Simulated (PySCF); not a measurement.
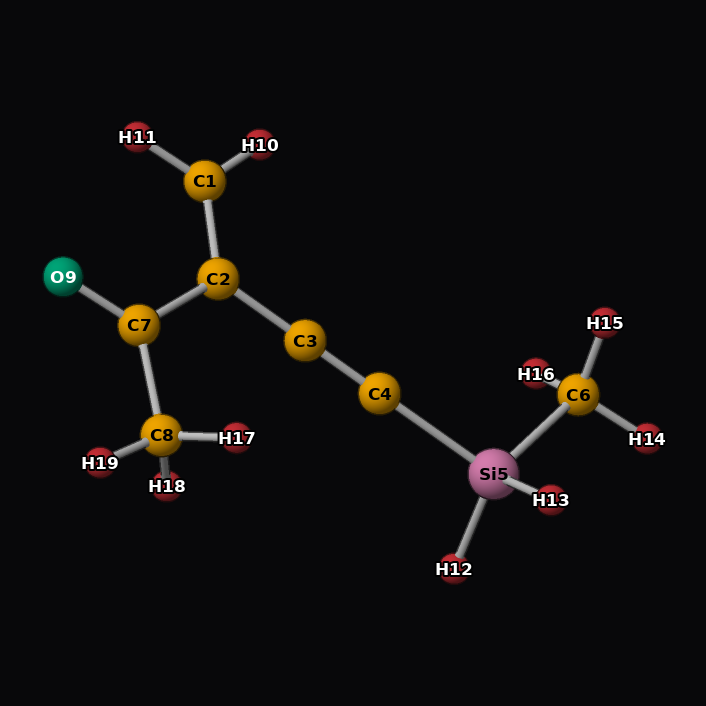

The questions are on isotropic NMR shieldings of the C atoms. Computed geometry: GFN2-xTB optimisation. No frequency run is at hand to confirm it as a minimum. Properties computed with GIAO PBE0/pcSseg-1 NMR shielding, non-relativistic, gas phase (PySCF 2.14.0).

List the isotropic NMR shieldings of the C atoms.

```csv
atom,σ (ppm)
C1,40.9
C2,53.0
C3,73.5
C4,83.5
C6,191.8
C7,−10.8
C8,154.0
```

The geometry is semi-empirical. Around Si such bond lengths and angles can be off by a tenth of an ångström or more and by several degrees, and values that hang on the shape move with them.
